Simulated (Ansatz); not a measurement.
FGeNO2

The calculation's input:

```
crystal:
  periodic: [false, false, false]
  atoms:
    - symbol: F
      position_ang: [0.752794, 1.807308, -3.931170]
    - symbol: Ge
      position_ang: [-0.279901, 0.668559, -3.058483]
    - symbol: "N"
      position_ang: [0.184118, 1.487036, -1.097840]
    - symbol: O
      position_ang: [0.340944, 2.055011, -0.066660]
    - symbol: O
      position_ang: [0.962937, 0.485553, -1.431397]
basis:
  gaussian: {orbitals: def2-TZVPD}
hamiltonian: {xc: {name: PBE0}}
output: {forces: true, orbitals: {seedname: orbitals}}
```

Run with:

```sh
ansatz run input.yaml --threads 2 --pin off --max-ram 4350MiB --events-out events.jsonl --progress --plain --runs-dir runs
```

Geometry: B3LYP-D3(BJ)/6-311G**.

All numbers below come from isolated molecule in a Gaussian basis; Kohn-Sham density functional theory, functional PBE0 (Ansatz).

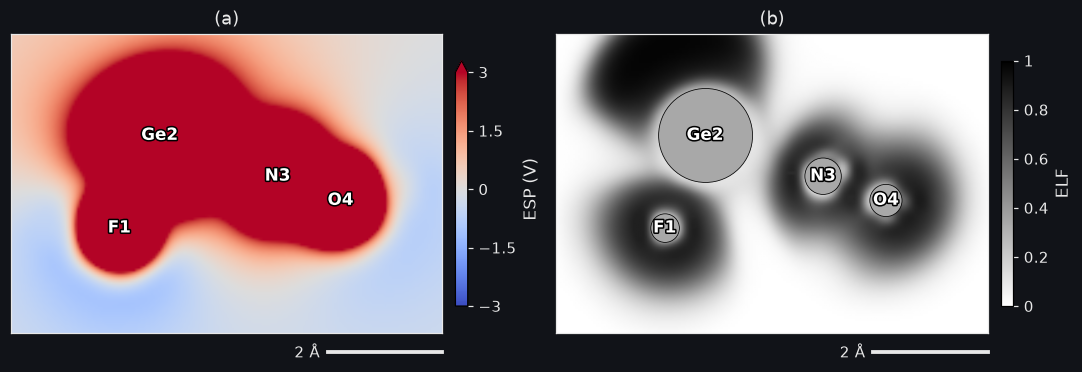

Figure 1. (a) electrostatic potential; (b) electron localisation function on the plane of atoms F1, Ge2 and N3. Grey discs cover the atomic cores in the ELF map.

> What do the fields say about this system?

- Atoms in the plane: F, Ge, N and O.
- N–O (1.19 Å): the ELF peaks at about 0.85 between the atoms (a covalent bond).
- Ge–F (1.77 Å): the ELF peaks at about 0.80 in the valence shell of F, 0.5 Å from its nucleus, and is about 0.25 at the midpoint.
- Ge–N (2.17 Å): the ELF peaks at about 0.80 in the valence shell of N, 0.6 Å from its nucleus, and is about 0.20 at the midpoint.
- The ELF also peaks beside F1 and O4, away from the bonds: lone-pair regions.
- Outside the dense part of the molecule the potential is most negative (−1.1 V) near F1.

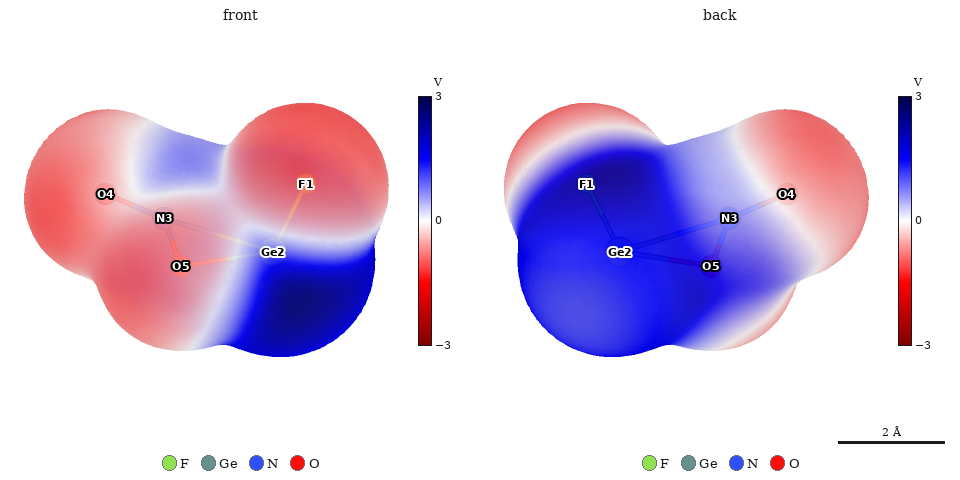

Figure 2. The molecular electrostatic potential painted on the density surface at 0.002 e/bohr³, seen from the front and from behind; red is negative and blue positive.

> Where is the surface potential most negative and most positive?

The most negative region (about −1.0 V) lies over F1 and O4, the most positive (about +2.6 V) over Ge2.

> What dipole moment does the calculation give?

Its dipole moment is 3.27 D.

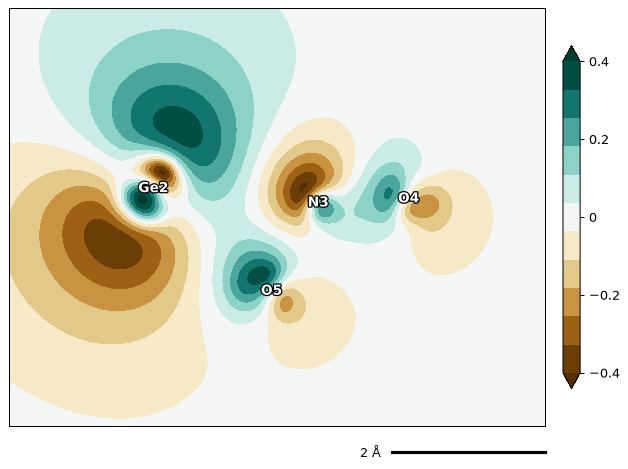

Figure 3. One frontier orbital on the plane of atoms Ge2, N3 and O5 (values in Å⁻³ᐟ²; the overall sign is arbitrary).

> Which orbital is it: HOMO or LUMO?

The LUMO, at −2.53 eV. Its weight (Hirshfeld) is mainly on Ge2 (about 70 %), N3 (about 10 %), O4 (about 5 %) and O5 (about 5 %).
